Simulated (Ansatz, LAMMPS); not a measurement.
# Elastic response of glassy 69SiO2-19Al2O3-6SrO-6Li2O (mol %) (106 atoms): runs compared

Aim: relax glassy 69SiO2-19Al2O3-6SrO-6Li2O (mol %) (106 atoms), then change its volume and shape to read moduli from the stress.

Computed with Ansatz 0.2.0: Kohn-Sham DFT, PBE, PAW (set soft_2), plane waves.

**1. The cell as built**

The cell holds 106 atoms: 22 Si, 12 Al, 2 Sr, 4 Li and 66 O. Its edges and angles: a = 11.040 Å, b = 11.040 Å, c = 11.040 Å, α = 90.0°, β = 90.0°, γ = 90.0°. 106 atoms (22 Si, 12 Al, 2 Sr, 4 Li, 66 O) placed at random at 2.72 g/cm³, melted at 4000 K for 10 ps at fixed volume with the Morse and Coulomb pair potential with partial charges (Pedone, Malavasi, Menziani, Cormack and Segre, J. Phys. Chem. B 110, 11780 (2006)). Quenched from 4000 K to 300 K at 50 K/ps and fixed volume, held 5 ps.

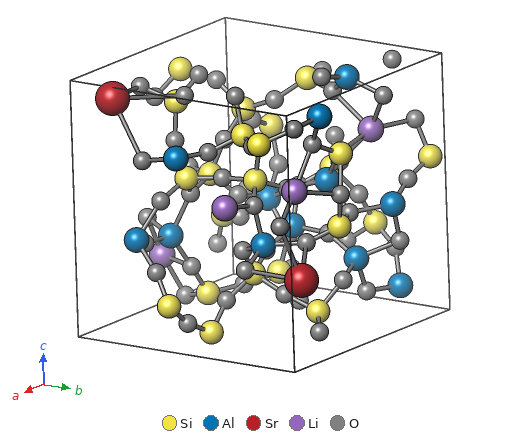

The cell as built. Bonds to atoms that aren't drawn are left out.

What the set-up can't give: The quench rate of 50 K/ps far exceeds what a furnace or splat quench reaches, so expect more defects and frozen-in strain than in a real sample. The network of bonds at the start is that of the classical potential that made the cell, and needn't be the one that DFT or experiment would give. Sampling is at Γ alone.

**2. The reference run**

The reference is a single point at the end of the relaxation.

Every strained cell starts from the geometry of this run, and its atoms are relaxed with the cell held.

Its input, with most atom lines left out:

```yaml
crystal:
  lattice:
    - [11.21455, -0.07021, 0.24696]
    - [-0.07021, 11.10796, -0.11768]
    - [0.24696, -0.11768, 11.03931]
  atoms:
    - { symbol: Si, position: [0.76504, 0.44585, 0.02035] }
    - { symbol: Si, position: [0.03303, 0.9564, 0.62292] }
    - { symbol: Si, position: [0.13383, 0.06491, 0.2776] }
    - { symbol: Si, position: [0.69004, 0.29297, 0.58452] }
    - { symbol: Si, position: [0.99957, 0.66627, 0.30042] }
    - { symbol: Si, position: [0.47063, 0.21772, 0.0699] }
    - { symbol: Si, position: [0.55823, 0.91485, 0.44406] }
    [... atom lines 8 to 106 left out ...]
kpoints:
  mp_grid: { grid: [1, 1, 1] }
hamiltonian:
  xc: pbe
scf:
  occupations: { method: gaussian, width: 0.025 }
output:
  forces: true
  stress: true
  populations: intrinsic
  dos:
    method: { smearing: { sigma: 0.08 } }
    de: 0.1
    projected: { site_lists: { Al: [Al], Li: [Li], O: [O], Si: [Si], Sr: [Sr] } }
  eigenvalues: true
  write_density: true
  write_potential: true
  volumetric_format: npy
```

```
free energy per atom   : -621.9261 eV/atom
r.m.s. force component : 0.0111 eV/Å
pressure               : -0.001535 GPa
```

Filled and empty levels are parted by 4.29 eV (at Γ alone); a semilocal functional tends to put such gaps too low. In a disordered cell it changes from sample to sample, and tail or defect levels can set it.

**3. The runs**

Each row is one run, on 4 threads of Arm Neoverse V1, shared host. The free energy is the program's total, comparable only between runs with the same functional, potentials and atoms.

| run | atoms | outcome | ionic steps, all passes | free energy (eV) | time | host memory (GiB) |
| --- | --- | --- | --- | --- | --- | --- |
| Single point at the start | 106 | converged | - | -65914.997 | 15 s | 1.7 |
| Cell and atoms relaxed | 106 | converged | 18 | -65924.167 | 4.3 min | 1.8 |
| Single point at the relaxed geometry | 106 | converged | - | -65924.167 | 26 s | 1.8 |
| Volume -3 % | 106 | converged | 7 | -65923.925 | 1.9 min | 1.7 |
| Volume +3 % | 106 | converged | 12 | -65923.969 | 3.3 min | 1.8 |
| Volume -6 % | 106 | converged | 9 | -65923.162 | 2.4 min | 1.7 |
| Volume +6 % | 106 | converged | 13 | -65923.443 | 3.9 min | 1.9 |
| Volume -10 % | 106 | converged | 34 | -65921.895 | 9.2 min | 1.6 |
| Stretched by 1 % along x | 106 | converged | 6 | -65924.119 | 1.7 min | 1.8 |
| Compressed by 1 % along x | 106 | converged | 4 | -65924.112 | 68 s | 1.8 |
| Sheared by 2 % in xy | 106 | converged | 5 | -65924.106 | 85 s | 1.8 |

In some runs the program notes that the SCF threshold is loose for the stress.

**4. Pressure against volume**

Atoms are relaxed at each volume, in the scaled cell.

```csv
volume change (%),volume (Å³/atom),energy change (meV/atom),pressure (GPa),largest move on relaxing (Å),bonds,gap (eV)
-10,11.669,21.44,6.28,0.97,172,4.65
-6,12.187,9.48,4.01,0.35,167,4.51
-3,12.576,2.28,1.95,0.16,167,4.40
+0,12.965,0.00,0.00,-,165,4.29
+3,13.354,1.87,-1.48,0.20,163,4.18
+6,13.743,6.84,-2.70,0.49,164,3.97
```

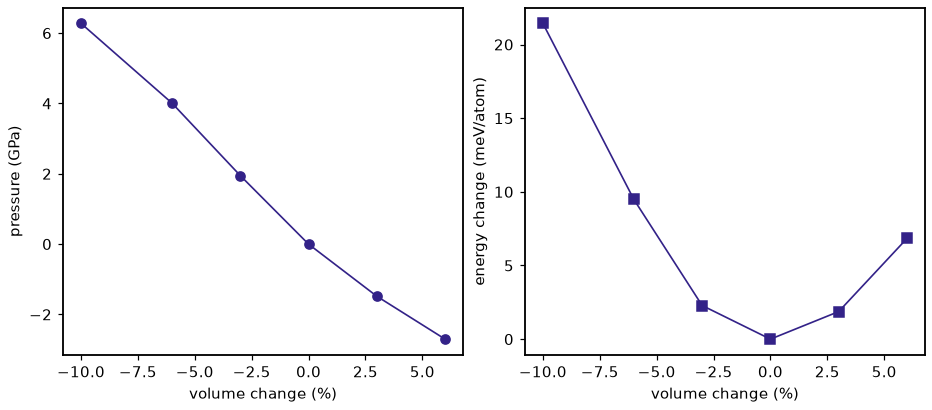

Pressure and energy against volume.

**5. Uniaxial strain and shear**

Stress (GPa, compression positive) less that of the relaxed cell, atoms relaxed:

```
                   strain      xx      yy      zz      xy  energy change (meV/atom)
 stretched by 1 % along x  -1.166  -0.288  -0.258   0.126                      0.45
compressed by 1 % along x   1.317   0.422   0.428  -0.133                      0.52
     sheared by 2 % in xy   0.293   0.034   0.044  -0.735                      0.58
```

**6. What came out**

The bulk modulus, from the slope of pressure against ln V over the three points nearest the relaxed volume, is 57.2 GPa; between neighbouring points the slope runs 52, 66, 64, 50 and 43 GPa from the smallest volume up, without a steady fall, so no pressure derivative is given. The count of bonds runs from 163 to 172 over the series, so at some points contacts cross the cutoffs. At -10 % some atom moved by over 0.5 Å on relaxing, so that point may sit in another local minimum. The gap goes from 4.65 eV at the smallest volume to 3.97 eV at the largest, -4.0 eV per unit of ln V by a straight line, on the run's k-points. In the Cartesian axes of the cell, finite differences give C11 = 124, C12 = 35.5, C13 = 34.3 and C66 = 36.8 GPa (the shear of 2 % is the engineering strain, εxy = 0.01). The mean of C11, C12 and C13, which equals the bulk modulus in a cubic or isotropic solid, is 64.7 GPa: it lies 13 % over the bulk modulus from the volumes. For an isotropic solid C66 would equal (C11 − C12)/2 = 44.3 GPa; so small a sample needn't be isotropic, and C66 rests on one shear. With the bulk modulus and C66 as K and G, Young's modulus would be about 91 GPa and Poisson's ratio 0.24.

**Limits.** Strains are finite and relaxations stop at the force tolerance of the input, which can leave moduli too stiff; they are those of a static cell at zero temperature. Volumes are changed with the cell's shape held, so in an anisotropic solid the modulus lies over the one under free hydrostatic load. The program notes that the SCF threshold of the relaxations is loose for the stress.

The DFT runs together took 30 min of wall time.

[Logs are printed without paths, hosts, clocks, repeated set-up lines and the standing remarks that a program may print on its own settings, such as how far it seeks lower states.]

[Hosts, paths, dates, database ids (printed as entryN), source tags and the programs' standing remarks are cut or masked in the printed files.]
